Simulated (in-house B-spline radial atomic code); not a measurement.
# RPA and GW calculation for Nb⁸⁺

System: Nb⁸⁺, configuration [Ar] 3d10 4s2 4p3.
Method: RPA, second-order and SOSEX correlation energies and G0W0 (contour deformation) on a non-relativistic mean field, all electrons, B-spline basis (in-house B-spline radial atomic code).

**The input**
```
Z = 41
electrons = 33.0
configuration = [Ar] 3d10 4s2 4p3
hamiltonian = nr
method = tpss,tpss
lmax = 9
spin_polarised = True
box_radius = 7.7
intervals = 50
```

Hardware: 1 CPU thread, shared host.

The run was one of a batch that the task file lists, launched with:
```bash
python <driver script> task.json out
```

The program writes its results to a structured record and prints no log; tables and figures of this report are taken from that record.

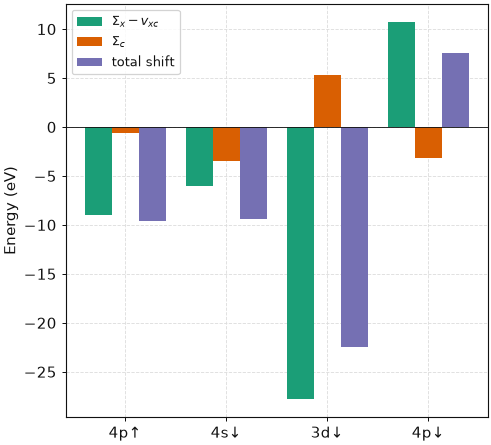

Parts of the G₀W₀ correction to each level for Nb⁸⁺ ([Ar] 3d¹⁰ 4s² 4p³). All-electron spherical atom, non-relativistic, TPSS start, no spin-orbit coupling, Breit or QED terms; computed with a B-spline radial code. The quasi-particle equation is solved at full frequency; levels of low quasi-particle weight Z are left out. Σ columns are in eV, and Σc holds an estimate for the angular momenta beyond the basis. G₀W₀ moves the highest occupied level, 4p↑, from −150.72 to −160.31 eV (renormalisation factor Z = 0.96). The empty level 4p↓ goes from −144.72 to −137.19 eV.

```tsv
Level	Mean field (eV)	Σx − vxc (eV)	Σc (eV)	Z	G₀W₀ (eV)
4p↑	−150.72	−9.01	−0.57	0.96	−160.31
4s↓	−168.99	−5.99	−3.43	0.97	−178.41
3d↓	−330.46	−27.74	5.32	0.94	−352.88
4p↓	−144.72	10.70	−3.17	0.96	−137.19
```

**Key numbers**

| quantity | value |
| --- | --- |
| outcome | converged |
| mean-field total energy | −3737.26378 hartree |
| total energy with exact exchange alone | −3735.77844 hartree |
| exact exchange energy | −111.32027 hartree |
| RPA correlation, extrapolated in the angular momentum of the empty orbitals | −2.48615 hartree |
| RPA correlation, as summed | −2.45475 hartree |
| direct second-order term | −2.78003 hartree |
| second-order exchange term | 0.81508 hartree |
| SOSEX term | 0.76079 hartree |
| wall time | 3.8 s |

**Notes**

Relativity is left out, which matters for an atom this heavy. Caveats: relativity is absent.
